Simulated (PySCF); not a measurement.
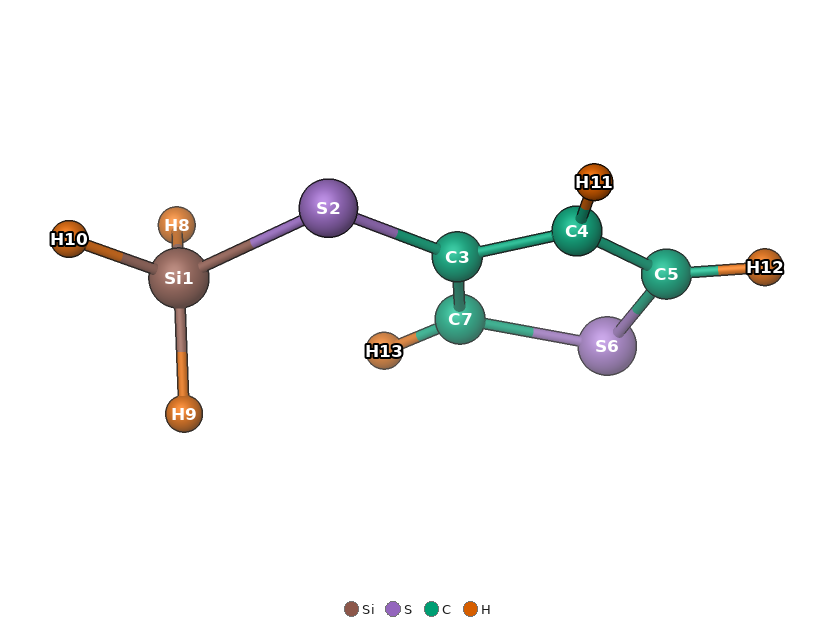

Atoms fade into the background with distance from the viewer. Computed geometry: PBE0-D3(BJ)/def2-SVP optimisation. No frequency run is at hand to confirm it as a minimum.

What is the conformation of the ring C3–C4–C5–S6–C7?

It is planar. The Cremer–Pople amplitude Q is 0.00 Å.

Give the torsion angles round the ring, beginning with the bond from its second to its third atom.

0°, 0°, 0°, 0°, 0°.
